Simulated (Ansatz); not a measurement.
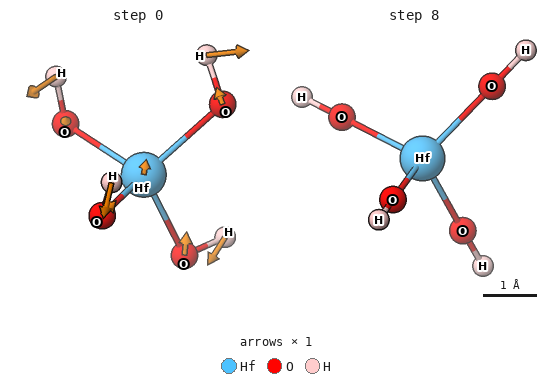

The structure of HfH4O4 before (left) and after (right) a relaxation, at one scale. The orange arrows give the displacements, at their true length.

The picture is a ball-and-stick view, seen from a free direction.

The run prepares the start of a later molecular dynamics calculation, from a guessed geometry.

Level of theory: RKS B3LYP-D4/def2-SVP (Ansatz).

Input
```yaml
crystal:
  periodic: [false, false, false]
  atoms:
    - { symbol: Hf, position_ang: [0.0, 0.0, 0.0] }
    - { symbol: O, position_ang: [0.0, 0.0, 2.07] }
    - { symbol: H, position_ang: [-0.9095, -0.2814, 2.4071] }
    - { symbol: O, position_ang: [1.952, 0.0, -0.6893] }
    - { symbol: H, position_ang: [2.2684, -0.9521, -0.806] }
    - { symbol: O, position_ang: [-0.975, 1.6891, -0.6893] }
    - { symbol: H, position_ang: [-1.9328, 1.4584, -0.9117] }
    - { symbol: O, position_ang: [-0.975, -1.6891, -0.6893] }
    - { symbol: H, position_ang: [-1.4296, -2.1548, 0.0831] }
basis:
  gaussian: { orbitals: def2-SVP }
hamiltonian:
  xc: b3lyp
  dispersion: d4
relax:
  f_tol: 0.02
  max_steps: 40
```

Command:
```bash
ansatz run input.yaml --threads 4 --pin off --max-ram 5120MiB --backend cpu --events-out ev --progress --plain --runs-dir out
```

Q: Describe what moved and what it gained.

A: The energy falls by 28.8 kcal/mol in 8 geometry steps. The largest force component goes from 2.5 to 0.0041 eV/Å. The largest move after the best rigid fit is that of H3, 0.94 Å. Largest moves by element: H 0.94 Å, O 0.48 Å, Hf 0.32 Å. Some distances before and after: Hf1–O2 2.070 → 1.940 Å, O2–H3 1.010 → 0.956 Å. Among the angles between lasting bonds that change: Hf1–O4–H5 109.5° → 179.5°, Hf1–O2–H3 109.5° → 179.4°, Hf1–O8–H9 109.5° → 179.2°.
